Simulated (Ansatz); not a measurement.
# Ge wire along [111], 38 atoms a period, H-terminated: bands by functional and under strain, part 2 of 3

Aim: is the Ge wire along [111], 38 atoms a period, H-terminated a metal or a semiconductor?

Ansatz 0.2.0; DFT PBE, plane waves, PAW; relaxation of a wire's period; PAW set soft_1 (the session's first sound run).

So far. Step 2 (The relaxed wire): The cell's length comes to 9.956 Å with spin left out.

### 3. Bands of the perfect wire

This step: DFT PBE, plane waves, PAW; bands of a perfect wire; PAW set soft_1 (Ansatz 0.2.0).

At the relaxed period the bands are computed along the axis; those that cross an energy going forward count the channels that a perfect wire would open there.

Input file input.yaml:

```yaml
crystal:
  lattice:
    - [17.493, 0.0, 0.0]
    - [0.0, 19.148, 0.0]
    - [0.0, 0.0, 9.9562705468]
  atoms:
    - { symbol: Ge, position: [0.270286229, 0.498971731, 0.001344755] }
    - { symbol: Ge, position: [0.386106451, 0.682244641, 0.001345402] }
    - { symbol: Ge, position: [0.5, 0.499989826, 0.999753581] }
    - { symbol: Ge, position: [0.613893549, 0.682244641, 0.001345402] }
    - { symbol: Ge, position: [0.270286229, 0.501007631, 0.248655245] }
    - { symbol: Ge, position: [0.386106451, 0.317734721, 0.248654598] }
    - { symbol: Ge, position: [0.384178037, 0.681226393, 0.24865667] }
    - { symbol: Ge, position: [0.5, 0.499989536, 0.250246419] }
    - { symbol: Ge, position: [0.613893549, 0.317734721, 0.248654598] }
    - { symbol: Ge, position: [0.615821963, 0.681226393, 0.24865667] }
    - { symbol: Ge, position: [0.729713771, 0.501007631, 0.248655245] }
    - { symbol: H, position: [0.197276894, 0.659657177, 0.281459911] }
    - { symbol: H, position: [0.5, 0.180645856, 0.281449917] }
    - { symbol: H, position: [0.802723106, 0.659657177, 0.281459911] }
    - { symbol: H, position: [0.197761508, 0.46220826, 0.300166906] }
    - { symbol: H, position: [0.313061111, 0.279759289, 0.300168824] }
    - { symbol: H, position: [0.384700361, 0.758005817, 0.300171911] }
    - { symbol: H, position: [0.615299639, 0.758005817, 0.300171911] }
    - { symbol: H, position: [0.686938889, 0.279759289, 0.300168824] }
    - { symbol: H, position: [0.802238492, 0.46220826, 0.300166906] }
    - { symbol: Ge, position: [0.269768477, 0.621426211, 0.334403312] }
    - { symbol: Ge, position: [0.384287696, 0.43895656, 0.333502536] }
    - { symbol: Ge, position: [0.5, 0.622055024, 0.333504619] }
    - { symbol: Ge, position: [0.5, 0.257114195, 0.334397639] }
    - { symbol: Ge, position: [0.615712304, 0.43895656, 0.333502536] }
    - { symbol: Ge, position: [0.730231523, 0.621426211, 0.334403312] }
    - { symbol: Ge, position: [0.270061057, 0.621272137, 0.580993475] }
    - { symbol: Ge, position: [0.384493889, 0.439065676, 0.583133176] }
    - { symbol: Ge, position: [0.5, 0.621837888, 0.583135813] }
    - { symbol: Ge, position: [0.5, 0.257424448, 0.580988822] }
    - { symbol: Ge, position: [0.615506111, 0.439065676, 0.583133176] }
    - { symbol: Ge, position: [0.729938943, 0.621272137, 0.580993475] }
    - { symbol: H, position: [0.197202343, 0.41547738, 0.615834677] }
    - { symbol: H, position: [0.268489265, 0.302677888, 0.615832495] }
    - { symbol: H, position: [0.428713296, 0.781812176, 0.615834302] }
    - { symbol: H, position: [0.571286704, 0.781812176, 0.615834302] }
    - { symbol: H, position: [0.731510735, 0.302677888, 0.615832495] }
    - { symbol: H, position: [0.802797657, 0.41547738, 0.615834677] }
    - { symbol: H, position: [0.197202343, 0.584501982, 0.634165323] }
    - { symbol: H, position: [0.268489265, 0.697301473, 0.634167505] }
    - { symbol: H, position: [0.428713296, 0.218167186, 0.634165698] }
    - { symbol: H, position: [0.571286704, 0.218167186, 0.634165698] }
    - { symbol: H, position: [0.731510735, 0.697301473, 0.634167505] }
    - { symbol: H, position: [0.802797657, 0.584501982, 0.634165323] }
    - { symbol: Ge, position: [0.270061057, 0.378707225, 0.669006525] }
    - { symbol: Ge, position: [0.384493889, 0.560913686, 0.666866824] }
    - { symbol: Ge, position: [0.5, 0.378141474, 0.666864187] }
    - { symbol: Ge, position: [0.5, 0.742554914, 0.669011178] }
    - { symbol: Ge, position: [0.615506111, 0.560913686, 0.666866824] }
    - { symbol: Ge, position: [0.729938943, 0.378707225, 0.669006525] }
    - { symbol: Ge, position: [0.269768477, 0.378553151, 0.915596688] }
    - { symbol: Ge, position: [0.384287696, 0.561022802, 0.916497464] }
    - { symbol: Ge, position: [0.5, 0.377924338, 0.916495381] }
    - { symbol: Ge, position: [0.5, 0.742865167, 0.915602361] }
    - { symbol: Ge, position: [0.615712304, 0.561022802, 0.916497464] }
    - { symbol: Ge, position: [0.730231523, 0.378553151, 0.915596688] }
    - { symbol: H, position: [0.197761508, 0.537771102, 0.949833094] }
    - { symbol: H, position: [0.313061111, 0.720220073, 0.949831176] }
    - { symbol: H, position: [0.384700361, 0.241973545, 0.949828089] }
    - { symbol: H, position: [0.615299639, 0.241973545, 0.949828089] }
    - { symbol: H, position: [0.686938889, 0.720220073, 0.949831176] }
    - { symbol: H, position: [0.802238492, 0.537771102, 0.949833094] }
    - { symbol: H, position: [0.197276894, 0.340322184, 0.968540089] }
    - { symbol: H, position: [0.5, 0.819333506, 0.968550083] }
    - { symbol: H, position: [0.802723106, 0.340322184, 0.968540089] }
    - { symbol: Ge, position: [0.384178037, 0.318752969, 0.00134333] }
    - { symbol: Ge, position: [0.615821963, 0.318752969, 0.00134333] }
    - { symbol: Ge, position: [0.729713771, 0.498971731, 0.001344755] }
kpoints:
  mp_grid: { grid: [1, 1, 9] }
  band_path: { path: ["Γ", Z], npoints: 90 }
scf:
  occupations: { method: fermi_dirac, width: 0.05 }
hamiltonian:
  xc: pbe
  pseudopotentials: { kind: paw, azcp: { folder: soft_1 } }
output:
  dos: { e_range: [-5, 4] }
  write_potential: true
  write_density: true
  volumetric_format: npy
```

The run is started by

```sh
> ansatz run input.yaml --threads 16 --pin off --max-ram 61440MiB --backend cuda --events-out ev --progress --plain --runs-dir out --max-vram 78GiB
```

Numbers of over 12 decimals in the logs are rounded to 6 here.

What it wrote:

```text
[...]
Crystal: 68 atoms, lattice volume = 3334.912 Å³
Basis set: ecut = 420 eV, 65221 PW (Γ)
Bands: 349, of which v1, the nominal top of the filled ones, is band 281 counted from 1 (280 counted from 0)
Symmetry: 4 space group operations
[...]
k-points: 5 of 9
[...]
SCF iter   1: F=—  HF=-163686.707623 eV  |F-HF|=—  |Δ(HF+E_count)|=         —  Δρ=3.21e-2  dr2=2.87e1  ethr=3.10e-3  ⟨swp⟩=6.6  Hψ=6974  notcnv=0  defer=63
[...]
SCF iter   6: F=—  HF=-163678.984467 eV  |F-HF|=—  |Δ(HF+E_count)|=   3.83e-3  Δρ=1.26e-4  dr2=9.90e-4  ethr=1.19e-6  ⟨swp⟩=2.0  Hψ=2880  notcnv=0  defer=268
[...]
SCF iter   9: F=—  HF=-163678.984461 eV  |F-HF|=—  |Δ(HF+E_count)|=   6.85e-4  Δρ=8.43e-6  dr2=1.82e-6  ethr=1.98e-9  ⟨swp⟩=2.0  Hψ=2933  notcnv=0  defer=268
[...]
SCF iter  11: F=-163678.984463 eV  HF=-163678.984463 eV  |F-HF|=5.88e-9  |Δ(HF+E_count)|=   6.11e-8  Δρ=6.29e-7  dr2=9.70e-9  ethr=1.78e-11  ⟨swp⟩=14.0  Hψ=7544  notcnv=0
SCF 1 converged in 11 iterations: F = -163678.984463 eV  dr2 = 9.70e-9
[...]
NSCF: frozen V_eff on 91 k-points
[...]
SCF converged after 11 iterations
[...]
```

Elapsed: 17 s, on 1 × NVIDIA GB200 with 16 threads of Arm Neoverse V2, shared host; peak memory 3.5 GiB.

Reading the cycles: dr2 is the Hartree energy of the density residual (eV), the measure of convergence; HF is the Harris–Foulkes estimate of the energy, which meets the free energy F at convergence.

Numbers from this step:

```yaml
band_gap: 1.936 eV
```

Electronic bands along the path, in eV, zero at the Fermi level; v1 is the highest filled band, c1 the lowest empty one:

| point | v4 | v3 | v2 | v1 | c1 | c2 | c3 | c4 |
| --- | --- | --- | --- | --- | --- | --- | --- | --- |
| Γ | -1.62 | -1.62 | -1.62 | -0.96 | 1.12 | 1.28 | 1.38 | 1.38 |
| Z | -1.76 | -1.76 | -1.65 | -1.65 | 0.98 | 1.14 | 1.14 | 1.47 |

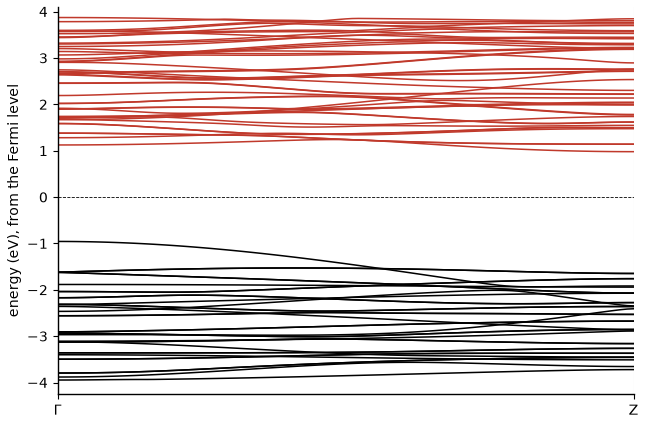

Electronic bands along the path; lines of filled and empty bands in two colours.

The gap is 1.94 eV, with spin left out.

On this path the gap is indirect, 1.94 eV, with the valence top at Γ and the conduction bottom at Z. The least direct gap is 2.08 eV.

### 4. Another level of theory, cutoff 500 eV, k-mesh 1×1×7

This step: DFT r2SCAN, plane waves, PAW; bands of a perfect wire at the PBE geometry; PAW set soft_1 (Ansatz 0.2.0).

The atoms stay at the PBE geometry and the functional changes. r2SCAN also reads the kinetic-energy density; it often gives larger moments and wider gaps than PBE, at a higher cost. Against the first PBE run of this kind, the cutoff is 500 eV against 420 and the mesh along the wire has 7 points against 9.

input.yaml, as its differences from that of step 3:

```diff
@@ -75,3 +75,3 @@
 kpoints:
-  mp_grid: { grid: [1, 1, 9] }
+  mp_grid: { grid: [1, 1, 7] }
   band_path: { path: ["Γ", Z], npoints: 90 }
@@ -80,8 +80,3 @@
 hamiltonian:
-  xc: pbe
+  xc: r2scan
   pseudopotentials: { kind: paw, azcp: { folder: soft_1 } }
-output:
-  dos: { e_range: [-5, 4] }
-  write_potential: true
-  write_density: true
-  volumetric_format: npy
```

What it wrote:

```text
[...]
Crystal: 68 atoms, lattice volume = 3334.912 Å³
Basis set: ecut = 500 eV, 84647 PW (Γ), exchange–correlation on 512×576×300 points (64 copies of the dense FFT grid, shifted against one another)
Bands: 349, of which v1, the nominal top of the filled ones, is band 281 counted from 1 (280 counted from 0)
Symmetry: 4 space group operations
[...]
k-points: 4 of 7
[...]
SCF iter   1: F=—  HF=-163985.947556 eV  |F-HF|=—  |Δ(HF+E_count)|=         —  Δρ=3.14e-2  dr2=2.68e1  dr2_τ=2.28e-1  ethr=3.10e-3  ⟨swp⟩=6.5  Hψ=5560  notcnv=0  defer=73
[...]
SCF iter   6: F=—  HF=-163981.995644 eV  |F-HF|=—  |Δ(HF+E_count)|=   9.72e-3  Δρ=1.03e-4  dr2=3.50e-4  dr2_τ=1.22e-5  ethr=7.71e-7  ⟨swp⟩=2.0  Hψ=2300  notcnv=0  defer=240
[...]
SCF iter   8: F=—  HF=-163981.997437 eV  |F-HF|=—  |Δ(HF+E_count)|=   6.67e-4  Δρ=1.05e-5  dr2=1.60e-5  dr2_τ=1.04e-7  ethr=6.78e-9  ⟨swp⟩=3.0  Hψ=2884  notcnv=0  defer=240
[...]
SCF iter  10: F=-163981.997448 eV  HF=-163981.997448 eV  |F-HF|=2.38e-7  |Δ(HF+E_count)|=   2.00e-6  Δρ=1.30e-6  dr2=6.22e-8  dr2_τ=1.09e-9  ethr=1.78e-11  ⟨swp⟩=13.2  Hψ=8456  notcnv=0
SCF 1 converged in 10 iterations: F = -163981.997448 eV  dr2 = 6.22e-8
[...]
the band table was solved once the SCF had ended and its energy, with any forces and stress, was formed, with the checks that follow a solve (5637 applications of the Hamiltonian). They found nothing against the state; the energy, forces and stress were not computed again (output.eigenvalues in the input reference)
[...]
SCF converged after 10 iterations
[...]
```

It took 30 s on 1 × NVIDIA GB200 with 16 threads; peak memory 5.6 GiB.

Numbers from this step:

| Quantity | Value |
| --- | --- |
| band gap | 2.256 eV |

Electronic bands along the path, in eV, zero at the Fermi level; v1 is the highest filled band, c1 the lowest empty one:

| point | v4 | v3 | v2 | v1 | c1 | c2 | c3 | c4 |
| --- | --- | --- | --- | --- | --- | --- | --- | --- |
| Γ | -1.82 | -1.81 | -1.81 | -1.12 | 1.33 | 1.39 | 1.49 | 1.49 |
| Z | -1.97 | -1.97 | -1.85 | -1.85 | 1.14 | 1.28 | 1.29 | 1.61 |

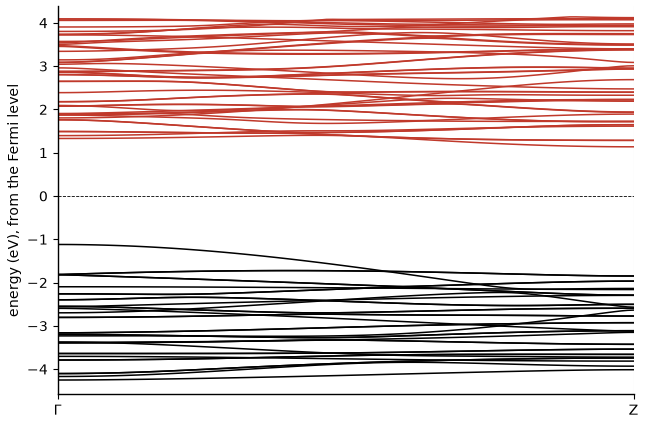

Electronic bands along the path; lines of filled and empty bands in two colours.

The gap is 2.26 eV, against 1.94 eV under PBE at the relaxed period.

(Continued in part 3 of 3.)

[Logs are printed without paths, hosts, clocks, repeated set-up lines and the standing remarks that a program may print on its own settings, such as how far it seeks lower states.]

[Hosts, paths, dates, database ids (printed as entryN), source tags and the programs' standing remarks are cut or masked in the printed files.]
